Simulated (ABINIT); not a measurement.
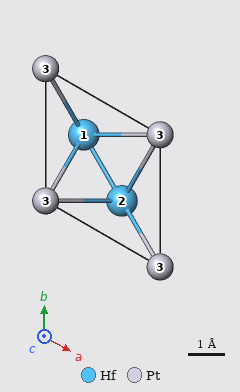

This is the input geometry for a relaxation of a crystal of Hf2Pt (a generated structure, set up in P6/mmm). A ball-and-stick model of the cell of the calculation, seen along the c axis.

The run lets cell and atoms move.

Computed with Kohn-Sham DFT of a periodic cell, PBE, JTH PAW PBE v2.0 in ABINIT.

Input
```
# Pseudopotentials
pp_dirpath "./"
pseudos "Hf.GGA_PBE-JTH.xml, Pt.GGA_PBE-JTH.xml"

# Structure
acell 3*1.0 Angstrom
rprim
     3.6872167900     0.0000000000     0.0000000000
    -1.8436084000     3.1932234100     0.0000000000
     0.0000000000     0.0000000000     4.2107168800
ntypat 2
znucl 72 78
natom 3
typat 1 1 2
xcart
    -0.0000000218     2.1288156173     2.1053584400
     1.8436084118     1.0644077927     2.1053584400
     0.0000000000     0.0000000000     0.0000000000 Angstrom
chkprim 0
chksymtnons 0
tolsym 1.0e-6

# Plane-wave basis
ecut 20.0
pawecutdg 40.0

# k points
kptopt 1
ngkpt 8 8 6
nshiftk 1
shiftk 0.0 0.0 0.0

# Exchange and correlation
ixc 11

# Bands and occupations
nband 21
occopt 3
tsmear 0.00183747

# SCF cycle
nstep 100
tolvrs 1.0e-9

# Output
iomode 3
prtwf 0
prtden 0
prteig 0
prtebands 0
enunit 2

# Relaxation
ionmov 2
ntime 60
tolmxf 0.0001
optcell 2
dilatmx 1.15
ecutsm 0.5
chkdilatmx 0
```

Command:
```bash
abinit run.abi > log 2>&1
```

The structure:
```xyz
3
Lattice="3.6872 0.0000 0.0000 -1.8436 3.1932 0.0000 0.0000 0.0000 4.2107" Properties=species:S:1:pos:R:3 pbc="T T T"
Hf    0.0000    2.1288    2.1054
Hf    1.8436    1.0644    2.1054
Pt    0.0000    0.0000    0.0000
```

Where does the relaxation end?

After 9 geometry steps the energy has fallen by 8.889 eV per cell of the calculation. All forces vanish by symmetry, so only the cell relaxes. Pressure: 59.06 GPa at the start and 0.00 GPa at the end. The atoms keep their places relative to the cell (all moves are under 0.005 Å). Cell: a = b 3.687 → 4.788 Å (+29.9 %), c 4.211 → 2.820 Å (−33.0 %). Volume +12.9 %. Among the contacts that change: Hf1–Hf1 4.211 → 2.820 Å, Pt3–Pt3 4.211 → 2.820 Å, Hf1–Hf2 2.129 → 2.765 Å, Hf1–Pt3 2.994 → 3.103 Å. The space group stays P6/mmm (No. 191).

After the run, drawn alike:

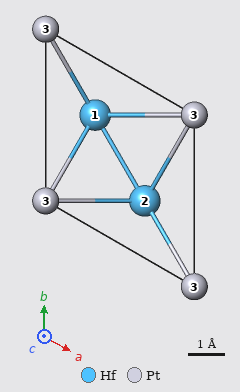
